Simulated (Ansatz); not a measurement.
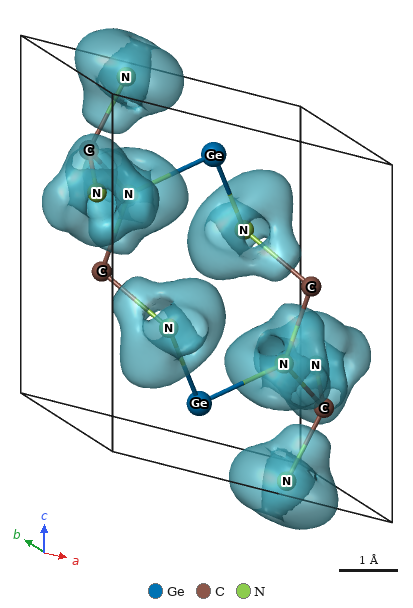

Figure 1: GeC2N4. Isosurface of the electron localisation function at 0.7 (cyan), seen at an oblique angle. Only the valence region is drawn (cores and ρ < 0.01 e/Å³ removed). Sticks mark near contacts.

Space group P2₁/m; a structure from a database of computed crystals, not necessarily the ambient phase; started from the beta-nitride host prototype, which need not be the ambient phase; not relaxed (largest force 0.3 eV/Å); computed pressure about −4 GPa in this cell.

Computed with DFT, HSE06, plane waves, PAW in Ansatz 0.2.0.

Q: Identify the bonds, lone pairs and shells in this picture.

A: The ELF exceeds this value in eight regions on N in which the atom's valence shell and bonds are merged, counted in one cell of 14 atoms. Regions shared between cells count once. Along the contacts the grid gives the following. C–N (1.42 Å): the ELF peaks at about 0.90 between the atoms; a shared electron pair. Ge–N (1.75 Å): the ELF peaks at about 0.85 in the valence shell of N, 0.6 Å from its nucleus, and is about 0.65 at the midpoint.
